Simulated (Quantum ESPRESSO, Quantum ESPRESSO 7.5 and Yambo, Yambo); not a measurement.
# A GW chain in Yambo: AlN (F-43m)

Aim: the G0W0 gap of AlN (F-43m) on PBE, step by step.

Method: PBE and many-body steps on it, plane waves, in Quantum ESPRESSO 7.5 and Yambo 5.3.0.

## (1) Starting point

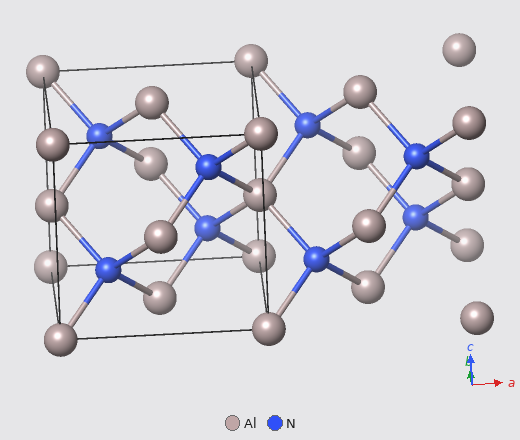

Start, viewed slightly off an axis; aluminium light grey, nitrogen blue. 2×1×1 cells are drawn. This picture shows the conventional cell, with its axes. Bonds to atoms that aren't drawn are left out. Some periodic images of atoms are drawn too.

The cell and positions are those that the Materials Project relaxed with its own functionals (PBE, PBE+U or r2SCAN), kept fixed. This is not the form that AlN usually takes at ambient conditions.

## (2) Ground state

This step: Quantum ESPRESSO 7.5; DFT, PBE, plane waves, norm-conserving pseudopotentials.

The ground-state density comes first.

pw.in

```
&control
  calculation = 'scf'
  prefix = 'x'
  outdir = 'o'
  pseudo_dir = 'pseudo'
/
&system
  ibrav = 0
  nat = 2
  ntyp = 2
  ecutwfc = 72.0
  nbnd = 9
  force_symmorphic = .true.
/
&electrons
  conv_thr = 1e-10
  electron_maxstep = 80
  mixing_beta = 0.5
/
ATOMIC_SPECIES
  Al 26.982 Al.upf
  N 14.007 N.upf
CELL_PARAMETERS angstrom
  -0.0000000000 2.1839935596 2.1839935596
  2.1839935596 -0.0000000000 2.1839935596
  2.1839935596 2.1839935596 -0.0000000000
ATOMIC_POSITIONS crystal
  Al 0.0000000000 0.0000000000 0.0000000000
  N 0.7500000000 0.7500000000 0.7500000000
K_POINTS automatic
  8 8 8 0 0 0
```

Command:

```sh
$ OMP_NUM_THREADS=1 mpirun -n 8 pw.x -nk 8 -in pw.in > pw.out
```

Log:

```text
Program PWSCF v.7.5 starts

     This program is part of the open-source Quantum ESPRESSO suite
     for quantum simulation of materials; please cite
         "P. Giannozzi et al., J. Phys.:Condens. Matter 21 395502 (2009);
         "P. Giannozzi et al., J. Phys.:Condens. Matter 29 465901 (2017);
         "P. Giannozzi et al., J. Chem. Phys. 152 154105 (2020);
     in publications or presentations arising from this work. More details at
     Message from routine setup:
     using ibrav=0 with symmetry is DISCOURAGED, use correct ibrav instead

     G-vector sticks info

     bravais-lattice index     =            0
     lattice parameter (alat)  =       5.8367  a.u.
     unit-cell volume          =     140.5985 (a.u.)^3
     number of atoms/cell      =            2
     number of atomic types    =            2
     number of electrons       =         8.00
     number of Kohn-Sham states=            9
     kinetic-energy cutoff     =      72.0000  Ry
     charge density cutoff     =     288.0000  Ry
     scf convergence threshold =      1.0E-10
     mixing beta               =       0.5000
     number of iterations used =            8  plain     mixing
     Exchange-correlation= PBE
                           (   1   4   3   4   0   0   0)

     celldm(1)=   5.836671  celldm(2)=   0.000000  celldm(3)=   0.000000
     celldm(4)=   0.000000  celldm(5)=   0.000000  celldm(6)=   0.000000

     crystal axes: (cart. coord. in units of alat)
               a(1) = (  -0.000000   0.707107   0.707107 )
               a(2) = (   0.707107  -0.000000   0.707107 )
               a(3) = (   0.707107   0.707107  -0.000000 )

     reciprocal axes: (cart. coord. in units 2 pi/alat)
               b(1) = ( -0.707107  0.707107  0.707107 )
               b(2) = (  0.707107 -0.707107  0.707107 )
               b(3) = (  0.707107  0.707107 -0.707107 )
     Pseudo is Norm-conserving + core correction, Zval =  3.0
     Generated using ONCVPSP code by D. R. Hamann
     Using radial grid of 1876 points,  6 beta functions with:
     Pseudo is Norm-conserving + core correction, Zval =  5.0
     Generated using ONCVPSP code by D. R. Hamann
     Using radial grid of 1058 points,  4 beta functions with:
     Al                3.00    26.98200     Al( 1.00)
     N                 5.00    14.00700     N ( 1.00)

     24 Sym. Ops. (no inversion) found

   Cartesian axes

     site n.     atom                  positions (alat units)
         1        Al     tau(   1) = (   0.0000000   0.0000000   0.0000000  )
         2        N      tau(   2) = (   1.0606602   1.0606602   1.0606602  )

     number of k points=    29
                       cart. coord. in units 2pi/alat
        k(    1) = (   0.0000000   0.0000000   0.0000000), wk =   0.0039062
        k(    2) = (   0.0883883   0.0883883  -0.0883883), wk =   0.0312500
        k(    3) = (   0.1767767   0.1767767  -0.1767767), wk =   0.0312500
        k(    4) = (   0.2651650   0.2651650  -0.2651650), wk =   0.0312500
        k(    5) = (  -0.3535534  -0.3535534   0.3535534), wk =   0.0156250
        k(    6) = (   0.1767767   0.0000000   0.0000000), wk =   0.0234375
        k(    7) = (   0.2651650   0.0883883  -0.0883883), wk =   0.0937500
        k(    8) = (   0.3535534   0.1767767  -0.1767767), wk =   0.0937500
        k(    9) = (  -0.2651650  -0.4419417   0.4419417), wk =   0.0937500
        k(   10) = (  -0.1767767  -0.3535534   0.3535534), wk =   0.0937500
     [... 17 further rows ...]
        k(   28) = (  -0.7071068   0.1767767  -0.0000000), wk =   0.0468750
        k(   29) = (  -0.7071068   0.3535534   0.0000000), wk =   0.0234375

     Dense  grid:    11575 G-vectors     FFT dimensions: (  32,  32,  32)

     Initial potential from superposition of free atoms

     starting charge       7.9975, renormalised to       8.0000
     Starting wfcs are    8 randomized atomic wfcs +    1 random wfcs

     per-process dynamical memory:    13.3 Mb

     Self-consistent Calculation

     iteration #  1     ecut=    72.00 Ry     beta= 0.50

     total energy              =     -25.41046356 Ry
     estimated scf accuracy    <       0.59622317 Ry

     iteration #  2     ecut=    72.00 Ry     beta= 0.50

     total energy              =     -25.57268590 Ry
     estimated scf accuracy    <       0.07135400 Ry

     iteration #  3     ecut=    72.00 Ry     beta= 0.50

     total energy              =     -25.58431093 Ry
     estimated scf accuracy    <       0.00446948 Ry

     iteration #  4     ecut=    72.00 Ry     beta= 0.50

     total energy              =     -25.58486038 Ry
     estimated scf accuracy    <       0.00103034 Ry

     iteration #  5     ecut=    72.00 Ry     beta= 0.50

     total energy              =     -25.58488936 Ry
     estimated scf accuracy    <       0.00009426 Ry

     iteration #  6     ecut=    72.00 Ry     beta= 0.50

     total energy              =     -25.58492155 Ry
     estimated scf accuracy    <       0.00003751 Ry

     iteration #  7     ecut=    72.00 Ry     beta= 0.50

     total energy              =     -25.58492377 Ry
     estimated scf accuracy    <       0.00000321 Ry

     iteration #  8     ecut=    72.00 Ry     beta= 0.50

     total energy              =     -25.58492416 Ry
     estimated scf accuracy    <       0.00000019 Ry

     iteration #  9     ecut=    72.00 Ry     beta= 0.50

     total energy              =     -25.58492420 Ry
     estimated scf accuracy    <       0.00000002 Ry

     iteration # 10     ecut=    72.00 Ry     beta= 0.50

     total energy              =     -25.58492420 Ry
     estimated scf accuracy    <          6.0E-09 Ry

     iteration # 11     ecut=    72.00 Ry     beta= 0.50

     total energy              =     -25.58492420 Ry
     estimated scf accuracy    <          2.2E-09 Ry

     iteration # 12     ecut=    72.00 Ry     beta= 0.50

     End of self-consistent calculation

          k = 0.0000 0.0000 0.0000 (  1459 PWs)   bands (ev):

    -8.0105   6.9566   6.9566   6.9566  11.1487  19.5460  19.5460  19.5460
    24.7019

          k = 0.0884 0.0884-0.0884 (  1438 PWs)   bands (ev):

    -7.7834   5.7786   6.8782   6.8782  12.0884  18.9662  19.7142  19.7142
    23.1487

          k = 0.1768 0.1768-0.1768 (  1447 PWs)   bands (ev):

    -7.1599   3.6989   6.7011   6.7011  13.4084  17.9339  19.3059  19.3059
    23.2695

          k = 0.2652 0.2652-0.2652 (  1441 PWs)   bands (ev):

     [... further k-points ...]

     highest occupied, lowest unoccupied level (ev):     6.9566   10.2814

!    total energy              =     -25.58492420 Ry
     estimated scf accuracy    <          5.2E-11 Ry

     The total energy is the sum of the following terms:
     one-electron contribution =      -0.92916136 Ry
     hartree contribution      =       5.64189831 Ry
     xc contribution           =      -8.49770195 Ry
     ewald contribution        =     -21.79995921 Ry

     convergence has been achieved in  12 iterations

     XML data file, charge density, pseudopotentials, collected wavefunctions

=------------------------------------------------------------------------------=
   JOB DONE.
=------------------------------------------------------------------------------=
```

It took 2.5 s on 8 MPI ranks of AMD EPYC 7R43, shared host; peak memory 0.43 GiB.

Numbers from this step:

```
total energy               : -348.1006 eV
gap                        : 3.325 eV
k of the valence top       : 0, 0, 0
k of the conduction bottom : 0, -0.5, -0.5
least direct gap           : 4.192 eV
```

The gap is indirect, with the least direct gap 0.87 eV higher.

## (3) Bands along the symmetry lines

The cheap functional maps the bands first; the places of the edges decide which points the dearer methods must see.

pw.in

```
&control
  calculation = 'bands'
  prefix = 'x'
  outdir = 'o'
  pseudo_dir = 'pseudo'
/
&system
  ibrav = 0
  nat = 2
  ntyp = 2
  ecutwfc = 72.0
  nbnd = 10
  force_symmorphic = .true.
/
&electrons
  conv_thr = 1e-9
  electron_maxstep = 80
  diago_full_acc = .true.
  diago_thr_init = 5e-6
/
ATOMIC_SPECIES
  Al 26.982 Al.upf
  N 14.007 N.upf
CELL_PARAMETERS angstrom
  -0.0000000000 2.1839935596 2.1839935596
  2.1839935596 -0.0000000000 2.1839935596
  2.1839935596 2.1839935596 -0.0000000000
ATOMIC_POSITIONS crystal
  Al 0.0000000000 0.0000000000 0.0000000000
  N 0.7500000000 0.7500000000 0.7500000000
K_POINTS crystal
  50
  0.00000000 0.00000000 0.00000000 1
  -0.06250000 -0.06250000 0.00000000 1
  -0.12500000 -0.12500000 0.00000000 1
  -0.18750000 -0.18750000 0.00000000 1
  -0.25000000 -0.25000000 0.00000000 1
  -0.31250000 -0.31250000 0.00000000 1
  -0.37500000 -0.37500000 0.00000000 1
  -0.43750000 -0.43750000 0.00000000 1
  -0.50000000 -0.50000000 0.00000000 1
  -0.48437500 -0.48437500 0.03125000 1
  -0.46875000 -0.46875000 0.06250000 1
  -0.45312500 -0.45312500 0.09375000 1
  -0.43750000 -0.43750000 0.12500000 1
  -0.42187500 -0.42187500 0.15625000 1
  -0.40625000 -0.40625000 0.18750000 1
  -0.39062500 -0.39062500 0.21875000 1
  -0.37500000 -0.37500000 0.25000000 1
  -0.37500000 0.00000000 0.37500000 1
  -0.32812500 0.00000000 0.32812500 1
  -0.28125000 0.00000000 0.28125000 1
  -0.23437500 0.00000000 0.23437500 1
  -0.18750000 0.00000000 0.18750000 1
  -0.14062500 0.00000000 0.14062500 1
  -0.09375000 0.00000000 0.09375000 1
  -0.04687500 0.00000000 0.04687500 1
  0.00000000 0.00000000 0.00000000 1
  0.00000000 0.00000000 0.06250000 1
  0.00000000 0.00000000 0.12500000 1
  0.00000000 0.00000000 0.18750000 1
  0.00000000 0.00000000 0.25000000 1
  0.00000000 0.00000000 0.31250000 1
  0.00000000 0.00000000 0.37500000 1
  0.00000000 0.00000000 0.43750000 1
  0.00000000 0.00000000 0.50000000 1
  -0.06250000 -0.03125000 0.46875000 1
  -0.12500000 -0.06250000 0.43750000 1
  -0.18750000 -0.09375000 0.40625000 1
  -0.25000000 -0.12500000 0.37500000 1
  -0.31250000 -0.15625000 0.34375000 1
  -0.37500000 -0.18750000 0.31250000 1
  -0.43750000 -0.21875000 0.28125000 1
  -0.50000000 -0.25000000 0.25000000 1
  -0.50000000 -0.28125000 0.21875000 1
  -0.50000000 -0.31250000 0.18750000 1
  -0.50000000 -0.34375000 0.15625000 1
  -0.50000000 -0.37500000 0.12500000 1
  -0.50000000 -0.40625000 0.09375000 1
  -0.50000000 -0.43750000 0.06250000 1
  -0.50000000 -0.46875000 0.03125000 1
  -0.50000000 -0.50000000 0.00000000 1
```

Log:

```text
[banner, memory and clock lines left out]
Program PWSCF v.7.5 starts

     Atomic positions and unit cell read from directory:
     o/x.save/

     Message from routine setup:
     using ibrav=0 with symmetry is DISCOURAGED, use correct ibrav instead

     G-vector sticks info

     bravais-lattice index     =            0
     lattice parameter (alat)  =       5.8367  a.u.
     unit-cell volume          =     140.5985 (a.u.)^3
     number of atoms/cell      =            2
     number of atomic types    =            2
     number of electrons       =         8.00
     number of Kohn-Sham states=           10
     kinetic-energy cutoff     =      72.0000  Ry
     charge density cutoff     =     288.0000  Ry
     Exchange-correlation= PBE
                           (   1   4   3   4   0   0   0)

     celldm(1)=   5.836671  celldm(2)=   0.000000  celldm(3)=   0.000000
     celldm(4)=   0.000000  celldm(5)=   0.000000  celldm(6)=   0.000000

     crystal axes: (cart. coord. in units of alat)
               a(1) = (  -0.000000   0.707107   0.707107 )
               a(2) = (   0.707107  -0.000000   0.707107 )
               a(3) = (   0.707107   0.707107  -0.000000 )

     reciprocal axes: (cart. coord. in units 2 pi/alat)
               b(1) = ( -0.707107  0.707107  0.707107 )
               b(2) = (  0.707107 -0.707107  0.707107 )
               b(3) = (  0.707107  0.707107 -0.707107 )
     Pseudo is Norm-conserving + core correction, Zval =  3.0
     Generated using ONCVPSP code by D. R. Hamann
     Using radial grid of 1876 points,  6 beta functions with:
     Pseudo is Norm-conserving + core correction, Zval =  5.0
     Generated using ONCVPSP code by D. R. Hamann
     Using radial grid of 1058 points,  4 beta functions with:
     Al                3.00    26.98200     Al( 1.00)
     N                 5.00    14.00700     N ( 1.00)

     24 Sym. Ops. (no inversion) found

   Cartesian axes

     site n.     atom                  positions (alat units)
         1        Al     tau(   1) = (   0.0000000   0.0000000   0.0000000  )
         2        N      tau(   2) = (   1.0606602   1.0606602   1.0606602  )

     number of k points=    50
                       cart. coord. in units 2pi/alat
        k(    1) = (   0.0000000   0.0000000   0.0000000), wk =   0.0400000
        k(    2) = (   0.0000000   0.0000000  -0.0883883), wk =   0.0400000
        k(    3) = (   0.0000000   0.0000000  -0.1767767), wk =   0.0400000
[...]
[... 38 further rows ...]
        k(   49) = (   0.0441942  -0.0000000  -0.7071068), wk =   0.0400000
        k(   50) = (   0.0000000   0.0000000  -0.7071068), wk =   0.0400000

     Dense  grid:    11575 G-vectors     FFT dimensions: (  32,  32,  32)

     The potential is recalculated from file :
     o/x.save/charge-density

     Starting wfcs are    8 randomized atomic wfcs +    2 random wfcs

     Band Structure Calculation

     End of band structure calculation

          k = 0.0000 0.0000 0.0000 (  1459 PWs)   bands (ev):

    -8.0106   6.9565   6.9565   6.9565  11.1486  19.5460  19.5460  19.5460
    24.7019  24.7020

          k = 0.0000 0.0000-0.0884 (  1443 PWs)   bands (ev):

    -7.9338   6.6069   6.8734   6.8734  11.5309  19.2837  19.6564  19.6564
    22.9885  24.8199

          k = 0.0000 0.0000-0.1768 (  1439 PWs)   bands (ev):

    -7.7082   5.8262   6.6453   6.6453  12.3450  18.6407  19.9667  19.9667
    20.8183  25.1734

          k = 0.0000 0.0000-0.2652 (  1447 PWs)   bands (ev):

[...]
k =-0.0000-0.0000-0.4419 (  1447 PWs)   bands (ev):

[...]
k =-0.0000-0.0000-0.6187 (  1452 PWs)   bands (ev):

[...]
k = 0.5303-0.0000-0.5303 (  1472 PWs)   bands (ev):

[...]
k = 0.3977-0.0000-0.3977 (  1464 PWs)   bands (ev):

[...]
k = 0.2652-0.0000-0.2652 (  1438 PWs)   bands (ev):

[...]
k = 0.0000 0.0000 0.0000 (  1459 PWs)   bands (ev):

[...]
k = 0.1326 0.0000-0.7071 (  1448 PWs)   bands (ev):

[...]
k = 0.0884-0.0000-0.7071 (  1448 PWs)   bands (ev):

[...]
k = 0.0442-0.0000-0.7071 (  1442 PWs)   bands (ev):

    -5.3233   2.0804   5.1361   5.1367  10.3752  15.6803  20.8434  22.5096
    22.6842  30.5374

          k = 0.0000 0.0000-0.7071 (  1428 PWs)   bands (ev):

    -5.3253   2.0589   5.1811   5.1811  10.2814  15.6083  20.8765  22.6540
    22.6540  30.4717

     XML data file, pseudopotentials, collected wavefunctions
```

The job ended after 2 s (8 MPI ranks; peak memory 0.38 GiB).

This step gave:

```yaml
gap: 3.325 eV
k_of_the_valence_top: 0, 0, 0
k_of_the_conduction_bottom: -0.5, -0.5, 0
least_direct_gap: 4.192 eV
```

The gap is 3.325 eV, as in the run before at this level.

The electronic bands at the labelled points (eV, zero at the top of the highest filled band; v1 is the highest filled band, c1 the lowest empty one):

```csv
point,v4,v3,v2,v1,c1,c2,c3,c4
Γ,-14.97,0.00,0.00,0.00,4.19,12.59,12.59,12.59
X,-12.28,-4.90,-1.78,-1.78,3.32,8.65,13.92,15.70
U,-12.30,-4.25,-3.63,-1.37,5.17,10.12,13.05,14.17
jump to K,-12.30,-4.25,-3.63,-1.37,5.17,10.12,13.05,14.17
Γ,-14.97,0.00,0.00,0.00,4.19,12.59,12.59,12.59
L,-12.92,-5.86,-0.48,-0.48,7.39,9.85,11.17,11.17
W,-12.23,-3.77,-3.44,-2.70,6.05,11.45,11.98,12.16
X,-12.28,-4.90,-1.78,-1.78,3.32,8.65,13.92,15.70
```

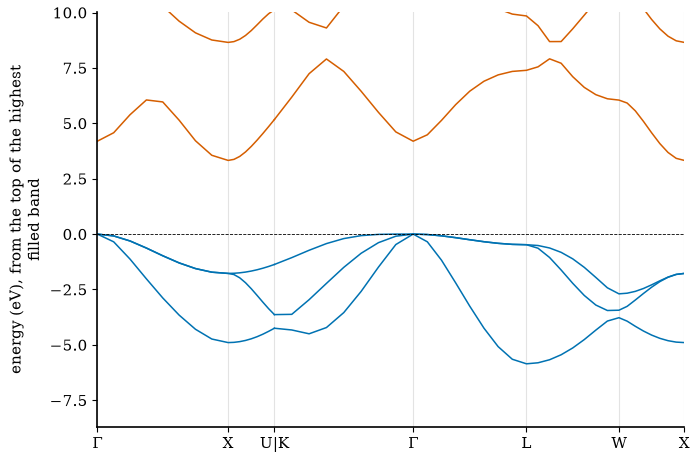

Electronic bands along the path; lines of filled and empty bands in two colours.

## (4) Empty states on the mesh, 6×6×6 mesh, 90 bands

The sums over transitions need many empty states on a uniform mesh; this step solves for them.

pw.in

```
&control
  calculation = 'nscf'
  prefix = 'x'
  outdir = 'o'
  pseudo_dir = 'pseudo'
/
&system
  ibrav = 0
  nat = 2
  ntyp = 2
  ecutwfc = 72.0
  nbnd = 90
  force_symmorphic = .true.
/
&electrons
  conv_thr = 1e-9
  electron_maxstep = 80
  diago_full_acc = .true.
  diago_thr_init = 5e-6
/
ATOMIC_SPECIES
  Al 26.982 Al.upf
  N 14.007 N.upf
CELL_PARAMETERS angstrom
  -0.0000000000 2.1839935596 2.1839935596
  2.1839935596 -0.0000000000 2.1839935596
  2.1839935596 2.1839935596 -0.0000000000
ATOMIC_POSITIONS crystal
  Al 0.0000000000 0.0000000000 0.0000000000
  N 0.7500000000 0.7500000000 0.7500000000
K_POINTS automatic
  6 6 6 0 0 0
```

Command:

```sh
$ OMP_NUM_THREADS=1 mpirun -n 8 pw.x -nk 4 -in pw.in > pw.out
```

Log:

```text
[banner, memory and clock lines left out]
Program PWSCF v.7.5 starts

     Atomic positions and unit cell read from directory:
     o/x.save/

     Message from routine setup:
     using ibrav=0 with symmetry is DISCOURAGED, use correct ibrav instead

     bravais-lattice index     =            0
     lattice parameter (alat)  =       5.8367  a.u.
     unit-cell volume          =     140.5985 (a.u.)^3
     number of atoms/cell      =            2
     number of atomic types    =            2
     number of electrons       =         8.00
     number of Kohn-Sham states=           90
     kinetic-energy cutoff     =      72.0000  Ry
     charge density cutoff     =     288.0000  Ry
     Exchange-correlation= PBE
                           (   1   4   3   4   0   0   0)

     celldm(1)=   5.836671  celldm(2)=   0.000000  celldm(3)=   0.000000
     celldm(4)=   0.000000  celldm(5)=   0.000000  celldm(6)=   0.000000

     crystal axes: (cart. coord. in units of alat)
               a(1) = (  -0.000000   0.707107   0.707107 )
               a(2) = (   0.707107  -0.000000   0.707107 )
               a(3) = (   0.707107   0.707107  -0.000000 )

     reciprocal axes: (cart. coord. in units 2 pi/alat)
               b(1) = ( -0.707107  0.707107  0.707107 )
               b(2) = (  0.707107 -0.707107  0.707107 )
               b(3) = (  0.707107  0.707107 -0.707107 )
     Pseudo is Norm-conserving + core correction, Zval =  3.0
     Generated using ONCVPSP code by D. R. Hamann
     Using radial grid of 1876 points,  6 beta functions with:
     Pseudo is Norm-conserving + core correction, Zval =  5.0
     Generated using ONCVPSP code by D. R. Hamann
     Using radial grid of 1058 points,  4 beta functions with:
     Al                3.00    26.98200     Al( 1.00)
     N                 5.00    14.00700     N ( 1.00)

     24 Sym. Ops. (no inversion) found

   Cartesian axes

     site n.     atom                  positions (alat units)
         1        Al     tau(   1) = (   0.0000000   0.0000000   0.0000000  )
         2        N      tau(   2) = (   1.0606602   1.0606602   1.0606602  )

     number of k points=    16
                       cart. coord. in units 2pi/alat
        k(    1) = (   0.0000000   0.0000000   0.0000000), wk =   0.0092593
        k(    2) = (   0.1178511   0.1178511  -0.1178511), wk =   0.0740741
        k(    3) = (   0.2357023   0.2357023  -0.2357023), wk =   0.0740741
[...]
[... 4 further rows ...]
        k(   15) = (  -0.1178511  -0.3535534   0.5892557), wk =   0.2222222
        k(   16) = (  -0.7071068   0.2357023   0.0000000), wk =   0.1111111

     Dense  grid:    11575 G-vectors     FFT dimensions: (  32,  32,  32)

     The potential is recalculated from file :
     o/x.save/charge-density

     Starting wfcs are    8 randomized atomic wfcs +   82 random wfcs

     Band Structure Calculation

     End of band structure calculation

          k = 0.0000 0.0000 0.0000 (  1459 PWs)   bands (ev):

    -8.0106   6.9565   6.9565   6.9565  11.1486  19.5460  19.5460  19.5460
    24.7019  24.7019  26.0437  26.0437  26.0437  28.1059  33.0105  41.4952
    41.4952  41.4952  51.7409  51.7409  51.7409  53.4070  53.4070  57.3821
[...]
145.8826 146.6126

          k = 0.1179 0.1179-0.1179 (  1432 PWs)   bands (ev):

[...]
143.7939 145.9851

          k = 0.2357 0.2357-0.2357 (  1441 PWs)   bands (ev):

[...]
123.8230 125.4479 126.5484 126.5484 130.2660 130.2660 132.8234 135.6875
   139.4450 139.4450 140.1803 141.0027 141.0027 142.3841 142.3841 142.9380
   144.4393 144.5987

          k =-0.3536-0.3536 0.3536 (  1458 PWs)   bands (ev):

     [... further k-points ...]

     highest occupied, lowest unoccupied level (ev):     6.9565   10.2814

     XML data file, pseudopotentials, collected wavefunctions
```

The job ended after 3 s (8 MPI ranks; peak memory 0.43 GiB).

Numbers from this step:

```yaml
gap: 3.325 eV
k_of_the_valence_top: 0, 0, 0
k_of_the_conduction_bottom: 0, -0.5, -0.5
least_direct_gap: 4.192 eV
k_points_computed: 16
lowest_point_of_the_top_converged_band_above_the_valence_top: 130.3757 eV
```

On this mesh the gap is 3.325 eV.

[end of part 1 of 2]

[Paths, hosts, dates, memory and timing lines, banners, echoed tables and standing remarks are left out of the program output.]

[Logs are printed without paths, hosts, clocks, repeated set-up lines and the standing remarks that a program may print on its own settings, such as how far it seeks lower states.]

[Runs of the session that timed out or met a known fault of the program may be left out.]

[Hosts, paths, dates, database ids (printed as entryN), source tags and the programs' standing remarks are cut or masked in the printed files.]
